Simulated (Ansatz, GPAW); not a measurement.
# Work function of a 7-layer slab of Re(0001) at several levels

Aim: the work function of both faces of a 7-layer slab of Re(0001), and its spread over functionals and bases.

Program: GPAW 26.7.0 and Ansatz 0.2.0. Level of theory: Ansatz plane waves; slab in vacuum with a dipole correction, relaxation, in the first sound run; inputs show where later runs differ. Results are calculated unless marked as measured.

## 1. The starting structure

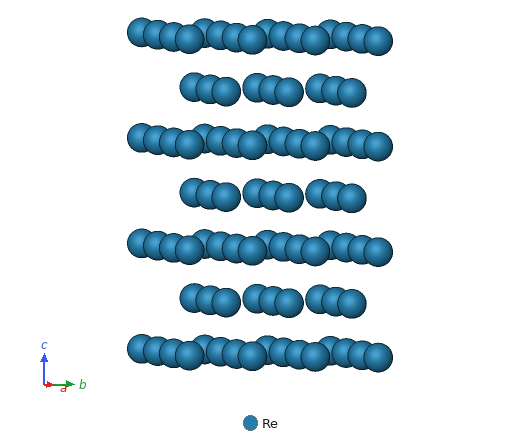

The cell as given, from the side, with the c axis up (rhenium blue). 3×3×1 cells are drawn. Some periodic images of atoms are drawn too.

The cell holds 7 atoms: 7 Re. Cell: a = 2.760 Å, b = 2.760 Å, c = 29.372 Å, α = 90.0°, β = 90.0°, γ = 60.0°. Vacuum lies along c.

## 2. Relaxing the atoms

The atoms are relaxed first, since the surface dipole, and with it the work function, follows the positions of the outer layers. The lowest 3 atoms are held at bulk positions and keep their forces.

File input.yaml:

```yaml
crystal:
  lattice:
    - [2.76, 0.0, 0.0]
    - [1.38, 2.3902301144, 0.0]
    - [0.0, 0.0, 29.3722]
  atoms:
    - { symbol: Re, position: [0.0, 0.0, 0.2723663873] }
    - { symbol: Re, position: [0.6666666667, 0.6666666667, 0.3482442582] }
    - { symbol: Re, position: [0.0, 0.0, 0.4241221291] }
    - { symbol: Re, position: [0.6666666667, 0.6666666667, 0.5] }
    - { symbol: Re, position: [0.0, 0.0, 0.5758778709] }
    - { symbol: Re, position: [0.6666666667, 0.6666666667, 0.6517557418] }
    - { symbol: Re, position: [0.0, 0.0, 0.7276336127] }
kpoints:
  mp_grid: { grid: [13, 13, 1] }
hamiltonian:
  xc: pbe
scf:
  occupations: { method: fermi_dirac, width: 0.1 }
efield:
  axis: 3
  dipole_correction: true
  ramp_width: 0.05
relax:
  f_tol: 0.02
  max_steps: 60
  constraints: [{ sites: [0, 1, 2] }]
output:
  write_potential: true
  write_density: true
  volumetric_format: npy
```

Started as:

```bash
$ ansatz run input.yaml --threads 4 --pin off --max-ram 8192MiB --backend cpu --events-out ev --progress --plain --runs-dir out
```

Numbers of over 12 decimals in the logs are rounded to 6 here.

The program printed:

```text
Engine: ansatz 0.2.0, aarch64-unknown-linux-gnu
Pseudopotentials: kind: paw
Pseudopotential: Re, paw, valence charge 15, recommended cutoff 420 eV (normal), Re.paw.azcp
Functional definition: PBE
  parameter kappa = 0.804
  parameter beta = 0.066725
  exchange = pbe_x(kappa = kappa, mu = beta*pi^2/3)
  correlation = pbe_c(beta = beta)
Crystal: 7 atoms, lattice volume = 193.769 Å³
Basis set: ecut = 420 eV, 3789 PW (Γ), exchange–correlation on 40×40×400 points (8 copies of the dense FFT grid, shifted against one another)
Bands: 63, of which v1, the nominal top of the filled ones, is band 53 counted from 1 (52 counted from 0)
Symmetry: 6 space group operations
k-points: 21 of 169 (time reversal used)
Non-local potential: Re, projectors of the file, l = 0: 3, l = 1: 2, l = 2: 2, l = 3: 1
PAW form: soft (Blöchl's): semilocal exchange-correlation on the pseudo side does not see the compensation charge
PAW one-centre angular grid: Re, 590 points (default); XC on 64 Gauss nodes
Initial density: superposition of atomic densities (neutral atoms: chi_scale 0, normalization atom), corrected by the library's trained network
Initial wavefunctions: pseudopotential atomic-orbital guess
Functional: x = pbe(κ = 0.804, μ = 0.219515), c = pbe(β = 0.066725)
SCF iter   1: F=—  HF=-76074.332919 eV  |F-HF|=—  |Δ(HF+E_count)|=         —  Δρ=9.06e-3  dr2=1.86e0  ethr=1.77e-3  p=-0.000 e·Å  D=-8.48e-14 V/Å  ΔV_dip=0.00 eV  dr2_dipole=8.44e-6  V_vac-E_F(+/−)=4.98/4.98 eV  ⟨swp⟩=7.8  Hψ=6120  notcnv=0
efield: sawtooth ramp at fractional position 0.9750 (placed from the atoms, in the widest stretch of the axis that holds none; the zero of the levels goes with the place), width 0.0500; the density the first Hamiltonian is built on has a dipole p = -0.000 e·Å; the dipole correction subtracts the counter field D = -8.48e-14 V/Å, which shifts the + side's vacuum level by +0.00 eV against the − side's; the planar-averaged density in the ramp window peaks in size at 3.4e-5 e/Å³
preconditioner: auto → LDOS  [metal: Δε(μ)=0.051 eV  Ē_g=5.157 eV  σ=0.100 eV  W_gap=0.13  n_scr=22 (ndim 8)  ℏωp=18.7 eV  f_vac=0.421  D(μ)=6.30/eV (n_scr^D=22)  β→1.0]
SCF iter   2: F=—  HF=-76074.302550 eV  |F-HF|=—  |Δ(HF+E_count)|=   3.04e-2  Δρ=2.99e-3  dr2=8.27e-2  ethr=1.77e-3  p=-0.000 e·Å  D=-1.51e-6 V/Å  ΔV_dip=0.00 eV  dr2_dipole=2.52e-5  V_vac-E_F(+/−)=4.97/4.97 eV  ⟨swp⟩=2.0  Hψ=1608  notcnv=0  defer=1
SCF iter   3: F=—  HF=-76074.297674 eV  |F-HF|=—  |Δ(HF+E_count)|=   4.88e-3  Δρ=1.11e-3  dr2=9.33e-3  ethr=7.88e-5  p=-0.000 e·Å  D=-2.38e-6 V/Å  ΔV_dip=0.00 eV  dr2_dipole=5.26e-7  V_vac-E_F(+/−)=5.03/5.03 eV  ⟨swp⟩=2.5  Hψ=2229  notcnv=0  defer=13
SCF iter   4: F=—  HF=-76074.296111 eV  |F-HF|=—  |Δ(HF+E_count)|=   1.56e-3  Δρ=2.57e-4  dr2=1.97e-4  ethr=8.89e-6  p=0.000 e·Å  D=6.50e-7 V/Å  ΔV_dip=-0.00 eV  dr2_dipole=1.23e-7  V_vac-E_F(+/−)=5.02/5.02 eV  ⟨swp⟩=2.5  Hψ=2059  notcnv=0  defer=6
SCF iter   5: F=—  HF=-76074.296113 eV  |F-HF|=—  |Δ(HF+E_count)|=   1.62e-6  Δρ=8.59e-5  dr2=2.59e-5  ethr=1.88e-7  p=0.000 e·Å  D=1.25e-7 V/Å  ΔV_dip=-0.00 eV  dr2_dipole=3.67e-9  V_vac-E_F(+/−)=5.02/5.02 eV  ⟨swp⟩=2.9  Hψ=2488  notcnv=0  defer=2
SCF iter   6: F=-76074.296115 eV  HF=-76074.296118 eV  |F-HF|=2.89e-6  |Δ(HF+E_count)|=   5.09e-6  Δρ=2.78e-5  dr2=5.63e-6  ethr=9.52e-9  p=0.000 e·Å  D=1.11e-7 V/Å  ΔV_dip=-0.00 eV  dr2_dipole=6.93e-11  V_vac-E_F(+/−)=5.02/5.02 eV  ⟨swp⟩=13.6  Hψ=12537  notcnv=0
SCF 1 converged in 6 iterations: F = -76074.296115 eV  dr2 = 5.63e-6
  Residual-converged pass: ⟨swp⟩=1.0  Hψ=1407  notcnv=0  max |occ|·‖R‖ = 7.1e-9 eV (tolerance 1.0e-8 eV)  dr2=5.63e-6  dr2_onsite=7.11e-9  max |Δocc| = 1.6e-10
  greatest PAW one-centre occupation: 1.000 electrons in one spin orbital (limit 2), on the Re atom at site 2 (counted from 0), in its partial waves of l = 0
relax step   1: F+E_penalty+E_count = -76074.29611478 eV  Δ(F+E_penalty+E_count) = +0.000e0 eV  max|allowed force component| = 1.233e0 eV/Å  Δτ_max = 0.0000 Å  (6 SCF iters, dr2 threshold 1.00e-5 eV, accepted)
Initial density: handed on by an earlier stage of this run
Initial wavefunctions: those handed on with the density
SCF iter   1: F=—  HF=-76074.431405 eV  |F-HF|=—  |Δ(HF+E_count)|=         —  Δρ=1.43e-2  dr2=5.79e0  ethr=3.10e-3  p=0.000 e·Å  D=1.27e-7 V/Å  ΔV_dip=-0.00 eV  dr2_dipole=1.67e0  V_vac-E_F(+/−)=5.02/5.02 eV  ⟨swp⟩=5.5  Hψ=3405  notcnv=0  defer=5
efield: sawtooth ramp at fractional position 0.9750 (handed on by an earlier solve), width 0.0500; the density the first Hamiltonian is built on has a dipole p = 0.000 e·Å; the dipole correction subtracts the counter field D = 1.27e-7 V/Å, which shifts the + side's vacuum level by -0.00 eV against the − side's; the planar-averaged density in the ramp window peaks in size at 1.3e-6 e/Å³
preconditioner: auto → LDOS  [metal: Δε(μ)=0.010 eV  Ē_g=5.211 eV  σ=0.100 eV  W_gap=0.02  n_scr=22 (ndim 8)  ℏωp=18.7 eV  f_vac=0.423  D(μ)=5.94/eV (n_scr^D=22)  β→1.0]
SCF iter   2: F=—  HF=-76074.335081 eV  |F-HF|=—  |Δ(HF+E_count)|=   9.63e-2  Δρ=8.72e-3  dr2=5.48e-1  ethr=3.10e-3  p=0.009 e·Å  D=8.62e-3 V/Å  ΔV_dip=-0.25 eV  dr2_dipole=4.84e-2  V_vac-E_F(+/−)=4.75/5.01 eV  ⟨swp⟩=2.0  Hψ=2161  notcnv=0  defer=12
SCF iter   3: F=—  HF=-76074.259852 eV  |F-HF|=—  |Δ(HF+E_count)|=   7.52e-2  Δρ=2.60e-3  dr2=7.59e-2  ethr=5.22e-4  p=0.003 e·Å  D=2.75e-3 V/Å  ΔV_dip=-0.08 eV  dr2_dipole=6.52e-3  V_vac-E_F(+/−)=4.93/5.01 eV  ⟨swp⟩=3.0  Hψ=2348  notcnv=0  defer=12
SCF iter   4: F=—  HF=-76074.249172 eV  |F-HF|=—  |Δ(HF+E_count)|=   1.07e-2  Δρ=5.50e-4  dr2=4.12e-3  ethr=7.22e-5  p=0.006 e·Å  D=5.25e-3 V/Å  ΔV_dip=-0.15 eV  dr2_dipole=1.19e-3  V_vac-E_F(+/−)=4.86/5.01 eV  ⟨swp⟩=2.6  Hψ=2023  notcnv=0  defer=12
SCF iter   5: F=—  HF=-76074.248947 eV  |F-HF|=—  |Δ(HF+E_count)|=   2.25e-4  Δρ=1.44e-4  dr2=1.14e-4  ethr=3.92e-6  p=0.007 e·Å  D=6.08e-3 V/Å  ΔV_dip=-0.18 eV  dr2_dipole=1.50e-6  V_vac-E_F(+/−)=4.83/5.01 eV  ⟨swp⟩=2.0  Hψ=1795  notcnv=0  defer=12
SCF iter   6: F=-76074.248949 eV  HF=-76074.248953 eV  |F-HF|=3.83e-6  |Δ(HF+E_count)|=   5.45e-6  Δρ=4.33e-5  dr2=6.69e-6  ethr=9.05e-8  p=0.007 e·Å  D=6.56e-3 V/Å  ΔV_dip=-0.19 eV  dr2_dipole=1.91e-6  V_vac-E_F(+/−)=4.82/5.01 eV  ⟨swp⟩=12.5  Hψ=14016  notcnv=0
SCF 2 converged in 6 iterations: F = -76074.248949 eV  dr2 = 6.69e-6
  greatest PAW one-centre occupation: 1.000 electrons in one spin orbital (limit 2), on the Re atom at site 5 (counted from 0), in its partial waves of l = 0
[...]
SCF iter   5: F=—  HF=-76074.360327 eV  |F-HF|=—  |Δ(HF+E_count)|=   1.25e-3  Δρ=2.19e-4  dr2=4.04e-4  ethr=7.52e-6  p=0.005 e·Å  D=4.29e-3 V/Å  ΔV_dip=-0.13 eV  dr2_dipole=9.46e-7  V_vac-E_F(+/−)=4.89/5.02 eV  ⟨swp⟩=2.0  Hψ=1910  notcnv=0  defer=10
SCF iter   6: F=—  HF=-76074.360245 eV  |F-HF|=—  |Δ(HF+E_count)|=   8.18e-5  Δρ=6.20e-5  dr2=3.87e-5  ethr=3.85e-7  p=0.004 e·Å  D=4.03e-3 V/Å  ΔV_dip=-0.12 eV  dr2_dipole=1.80e-6  V_vac-E_F(+/−)=4.90/5.01 eV  ⟨swp⟩=2.4  Hψ=2270  notcnv=0  defer=10
SCF iter   7: F=—  HF=-76074.360140 eV  |F-HF|=—  |Δ(HF+E_count)|=   1.05e-4  Δρ=2.00e-5  dr2=2.12e-6  ethr=3.69e-8  p=0.004 e·Å  D=3.84e-3 V/Å  ΔV_dip=-0.11 eV  dr2_dipole=6.62e-8  V_vac-E_F(+/−)=4.90/5.01 eV  ⟨swp⟩=2.1  Hψ=1985  notcnv=0  defer=10
SCF iter   8: F=—  HF=-76074.360140 eV  |F-HF|=—  |Δ(HF+E_count)|=   2.25e-7  Δρ=7.45e-6  dr2=1.50e-7  ethr=2.01e-9  p=0.004 e·Å  D=3.77e-3 V/Å  ΔV_dip=-0.11 eV  dr2_dipole=1.71e-8  V_vac-E_F(+/−)=4.90/5.01 eV  ⟨swp⟩=3.1  Hψ=2477  notcnv=0  defer=9
SCF iter   9: F=-76074.360140 eV  HF=-76074.360140 eV  |F-HF|=4.80e-10  |Δ(HF+E_count)|=   2.34e-8  Δρ=2.29e-6  dr2=2.44e-8  ethr=9.52e-11  p=0.004 e·Å  D=3.76e-3 V/Å  ΔV_dip=-0.11 eV  dr2_dipole=1.48e-10  V_vac-E_F(+/−)=4.90/5.01 eV  ⟨swp⟩=11.3  Hψ=10551  notcnv=0
SCF 3 converged in 9 iterations: F = -76074.360140 eV  dr2 = 2.44e-8
relax step   3: F+E_penalty+E_count = -76074.36013963 eV  Δ(F+E_penalty+E_count) = -6.402e-2 eV  max|allowed force component| = 2.441e-1 eV/Å  Δτ_max = 0.0914 Å  (9 SCF iters, accepted)
[...]
relax step   4: F+E_penalty+E_count = -76074.36349990 eV  Δ(F+E_penalty+E_count) = -3.360e-3 eV  max|allowed force component| = 7.055e-2 eV/Å  Δτ_max = 0.0422 Å  (6 SCF iters, dr2 threshold 3.72e-6 eV, accepted)
SCF iter   1: F=—  HF=-76074.364259 eV  |F-HF|=—  |Δ(HF+E_count)|=         —  Δρ=6.99e-4  dr2=9.78e-3  ethr=3.78e-5  p=0.003 e·Å  D=2.69e-3 V/Å  ΔV_dip=-0.08 eV  dr2_dipole=5.67e-3  V_vac-E_F(+/−)=4.93/5.01 eV  ⟨swp⟩=2.1  Hψ=2173  notcnv=0  defer=14
efield: sawtooth ramp at fractional position 0.9750 (handed on by an earlier solve), width 0.0500; the density the first Hamiltonian is built on has a dipole p = 0.003 e·Å; the dipole correction subtracts the counter field D = 2.69e-3 V/Å, which shifts the + side's vacuum level by -0.08 eV against the − side's; the planar-averaged density in the ramp window peaks in size at 1.6e-6 e/Å³
preconditioner: auto → LDOS  [metal: Δε(μ)=0.016 eV  Ē_g=5.166 eV  σ=0.100 eV  W_gap=0.04  n_scr=22 (ndim 8)  ℏωp=18.7 eV  f_vac=0.422  D(μ)=6.03/eV (n_scr^D=22)  β→1.0]
SCF iter   2: F=—  HF=-76074.364163 eV  |F-HF|=—  |Δ(HF+E_count)|=   9.62e-5  Δρ=4.92e-4  dr2=1.91e-3  ethr=9.32e-6  p=0.003 e·Å  D=2.93e-3 V/Å  ΔV_dip=-0.09 eV  dr2_dipole=7.74e-5  V_vac-E_F(+/−)=4.93/5.01 eV  ⟨swp⟩=2.1  Hψ=1982  notcnv=0  defer=14
SCF iter   3: F=—  HF=-76074.363934 eV  |F-HF|=—  |Δ(HF+E_count)|=   2.29e-4  Δρ=8.62e-5  dr2=8.00e-5  ethr=1.82e-6  p=0.003 e·Å  D=2.92e-3 V/Å  ΔV_dip=-0.09 eV  dr2_dipole=2.25e-5  V_vac-E_F(+/−)=4.93/5.01 eV  ⟨swp⟩=2.0  Hψ=1877  notcnv=0  defer=14
SCF iter   4: F=—  HF=-76074.363794 eV  |F-HF|=—  |Δ(HF+E_count)|=   1.40e-4  Δρ=2.93e-5  dr2=5.45e-6  ethr=7.62e-8  p=0.003 e·Å  D=2.89e-3 V/Å  ΔV_dip=-0.08 eV  dr2_dipole=5.24e-7  V_vac-E_F(+/−)=4.93/5.01 eV  ⟨swp⟩=3.0  Hψ=2408  notcnv=0  defer=14
SCF iter   5: F=—  HF=-76074.363794 eV  |F-HF|=—  |Δ(HF+E_count)|=   2.19e-7  Δρ=9.29e-6  dr2=5.57e-7  ethr=5.19e-9  p=0.003 e·Å  D=2.88e-3 V/Å  ΔV_dip=-0.08 eV  dr2_dipole=6.01e-9  V_vac-E_F(+/−)=4.93/5.01 eV  ⟨swp⟩=2.3  Hψ=2007  notcnv=0  defer=14
SCF iter   6: F=-76074.363794 eV  HF=-76074.363794 eV  |F-HF|=1.32e-8  |Δ(HF+E_count)|=   1.14e-7  Δρ=2.33e-6  dr2=1.85e-8  ethr=9.52e-11  p=0.003 e·Å  D=2.87e-3 V/Å  ΔV_dip=-0.08 eV  dr2_dipole=1.24e-11  V_vac-E_F(+/−)=4.93/5.01 eV  ⟨swp⟩=12.0  Hψ=10935  notcnv=0
SCF 5 converged in 6 iterations: F = -76074.363794 eV  dr2 = 1.85e-8
relax step   5: F+E_penalty+E_count = -76074.36379396 eV  Δ(F+E_penalty+E_count) = -2.941e-4 eV  max|allowed force component| = 5.653e-3 eV/Å  Δτ_max = 0.0056 Å  (6 SCF iters, accepted)
NSCF: frozen V_eff on 21 k-points
the band table was solved once a step of the walk had ended and its energy, with any forces and stress, was formed, with the checks that follow a solve (6357 applications of the Hamiltonian). They found nothing against the state; the energy, forces and stress were not computed again (output.eigenvalues in the input reference)
WARN: The output density's exchange-correlation potential varies sharply where the density is thin. Do not read a vacuum level from v_tot or v_xc, or from such a field of the output density. On a cell that repeats whose density bears no net charge and no dipole along the vacuum's axis use v_es (v_loc + v_h of the components); under efield.dipole_correction with no amplitude use v_es + v_field, which holds any externa [...]
SCF converged after 6 iterations
Free energy (F): -76074.363794 eV
Harris-Foulkes:  -76074.363794 eV  (|F-HF|=1.32e-8)
Internal energy: -76074.166894 eV  (E = F + TS)
E sigma→0 (E₀):  -76074.265344 eV
Entropy (-TS):   -0.196900 eV (-28.129 meV/atom)
Fermi energy:    10.522477 eV
Dipole field:    D = 0.002875 V/Å  (p = 0.003078 e·Å, saw-weighted, corrected)
Work function:   Φ+ = 4.9291 eV   Φ− = 5.0135 eV
Levels:          The Fermi level and band energies are counted from a zero that moves with the ramp; work functions are not
--- Per-component energies (eV) ---
  E_band       = -1912.753594
  E_kinetic    = 3779.971027
  E_local      = -168830.029178  (includes V_loc(G=0)·N_el)
  E_nonlocal   = 342.385560
  E_hartree    = 82961.254193
  E_xc         = -2823.721427
  E_vxc        = -2123.116597  (∫ρ·V_xc dr)
  E_paw        = -60613.264857  (= ΣΔE_a)
  E_vpaw       = -1004.476154  (= ΣTr[D̂ρ^β])
  E_aug_tail   = -0.000533  (compensation charges beyond the density's cutoff)
  E_efield     = 0.000004  (sawtooth field / dipole correction)
  E_vefield    = -0.007892  (∫n·V_field dr)
  E_ewald      = 69109.238316
  E_smearing   = -0.196900  (= −TS)
  E_closure    = 0.000000  (closes the sum)
  Σ components = -76074.363794   (vs F -76074.363794, Δ=0.00e0)
--- Forces (eV/Å), atoms counted from 1 ---
  atom   1  Re     0.00000000     0.00000000     0.77855168
  atom   2  Re    -0.00000000    -0.00000000    -1.07499006
  atom   3  Re     0.00000000     0.00000000     0.29948466
  atom   4  Re    -0.00000000    -0.00000000     0.00046833
  atom   5  Re     0.00000000     0.00000000    -0.00565252
  atom   6  Re    -0.00000000    -0.00000000     0.00435045
  atom   7  Re     0.00000000     0.00000000    -0.00217330
  max |Σ_I F_I| component: 3.92e-5 eV/Å
--- Band table (eV; the first three rows and the last of 21) ---
  k-point 0: bands = [... 49 lower, 9.2467, 9.4658, 9.4658, 9.5776, 9.6644, 9.6644, 10.6413, 10.9937, ... 6 higher]
  k-point 1: bands = [... 49 lower, 9.3094, 9.4283, 9.4623, 9.6416, 9.7804, 9.8659, 10.2996, 10.4546, ... 6 higher]
  k-point 2: bands = [... 49 lower, 9.5675, 9.5748, 9.6565, 9.7876, 9.9394, 10.0381, 10.0421, 10.4442, ... 6 higher]
  k-point 20: bands = [... 49 lower, 9.0807, 10.2474, 10.2931, 10.5081, 11.3494, 12.3717, 12.5401, 12.8327, ... 6 higher]
--- Relaxed structure (5 steps of the walk, 4 accepted, 0 SCFs on fresh bases) ---
  F+E_penalty+E_count = -76074.36379396 eV   max|allowed force component| = 5.653e-3 eV/Å
  atoms:
    - { symbol: Re, position: [0, 0, 0.2723663873] }
    - { symbol: Re, position: [0.666667, 0.666667, 0.3482442582] }
    - { symbol: Re, position: [0, 0, 0.4241221291] }
    - { symbol: Re, position: [0.666667, 0.666667, 0.501304] }
    - { symbol: Re, position: [7.379157453313937e-19, 0, 0.576815] }
    - { symbol: Re, position: [0.666667, 0.666667, 0.655548] }
    - { symbol: Re, position: [1.612735219207433e-19, 0, 0.727838] }
```

It took 31 s on 4 threads of Arm Neoverse V1, shared host; peak memory 0.64 GiB; 2 min of CPU time.

The steps of the relaxation:

| step | energy less that of the first step (eV) | largest force component (eV/Å) |
| --- | --- | --- |
| 1 | 0.0000 | 1.2332 |
| 2 | 0.0472 | 1.7906 |
| 3 | -0.0640 | 0.2441 |
| 4 | -0.0674 | 0.0706 |
| 5 | -0.0677 | 0.0057 |

Relaxation step 2 was tried and not accepted.

The run keeps the 6 symmetry operations that it works with, so distortions that break them were not tested.

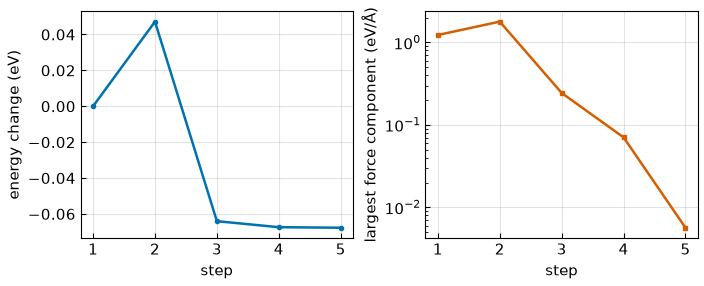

Energy and largest force along the relaxation.

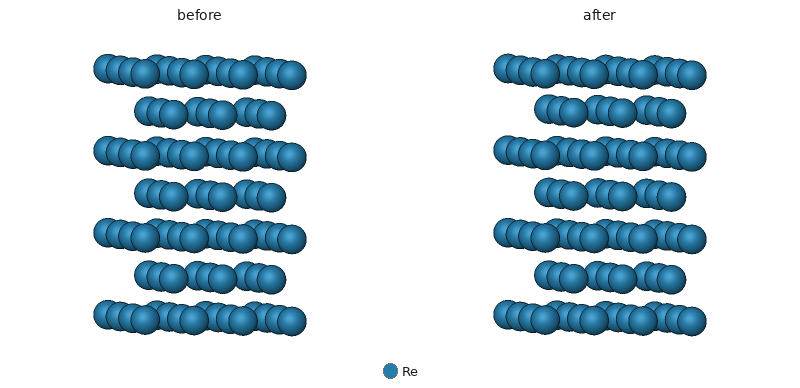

The structure before and after the relaxation, drawn at the same scale.

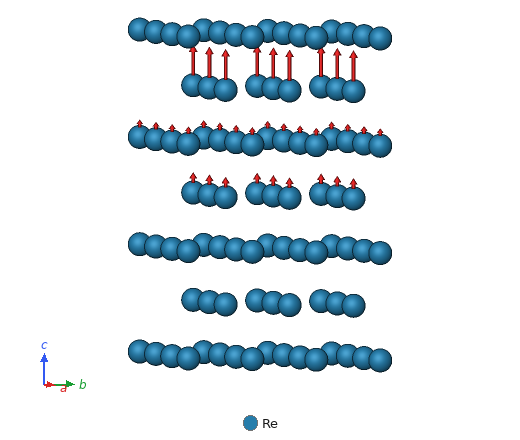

Displacements in the relaxation, exaggerated; the longest in the cell stands for 0.11 Å. 3×3×1 cells are drawn. Some periodic images of atoms are drawn too.

The atoms that moved most (Å):

| atom | dx | dy | dz | length |
| --- | --- | --- | --- | --- |
| Re6 | 0.000 | 0.000 | 0.111 | 0.111 |
| Re4 | 0.000 | 0.000 | 0.038 | 0.038 |
| Re5 | 0.000 | 0.000 | 0.028 | 0.028 |
| Re7 | 0.000 | 0.000 | 0.006 | 0.006 |

Numbers from this step:

```yaml
free_energy: -76074.3638 eV
smearing_term_ts: 0.1969 eV
symmetry_operations: 6
upper_work_function: 4.929 eV
lower_work_function: 5.013 eV
dipole_along_the_normal: 0.003078 e·Å
dipole_field: 0.002875 V/Å
vacuum_level_above: 15.45 eV
vacuum_level_below: 15.54 eV
```

The electrostatic potential energy of an electron (with the applied field's), less the Fermi level, planar mean oscillates, so the rows of the table below give means over windows of 2.2 Å about each position, cut where the curve ends. Its maxima inside the range that stand out by 2 % of the span (Å: eV): 9.1: -2.20, 11.3: -2.34, 13.7: -2.00, 15.9: -2.31, 18.1: -1.55, 20.3: -3.34. Its minima: 7.9: -24.2, 10.3: -24.5, 12.5: -24.4, 14.7: -24.4, 16.9: -24.3, 19.2: -24.5, 21.4: -24.2.

Table of electrostatic potential energy of an electron (with the applied field's), less the Fermi level, planar mean by z; means over each step:

| z (Å) | electrostatic potential energy of an electron (with the applied field's), less the Fermi level, planar mean (eV) |
| --- | --- |
| 1.10 | 5.01 |
| 3.30 | 5.01 |
| 5.50 | 4.59 |
| 7.70 | -12.6 |
| 9.90 | -13.6 |
| 12.10 | -13.5 |
| 14.30 | -13.3 |
| 16.50 | -13.5 |
| 18.70 | -13.0 |
| 20.90 | -14.0 |
| 23.10 | 1.96 |
| 25.30 | 4.92 |
| 27.50 | 4.93 |

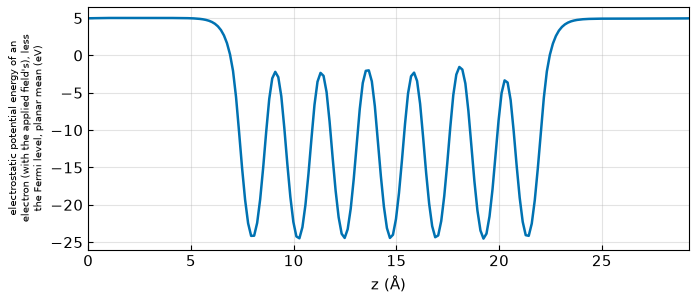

Electrostatic potential energy of an electron (with the applied field's), less the Fermi level, planar mean, plotted against z.

(Continued in part 2 of 3.)

[Logs are printed without paths, hosts, clocks, repeated set-up lines and the standing remarks that a program may print on its own settings, such as how far it seeks lower states.]

[Hosts, paths, dates, database ids (printed as entryN), source tags and the programs' standing remarks are cut or masked in the printed files.]
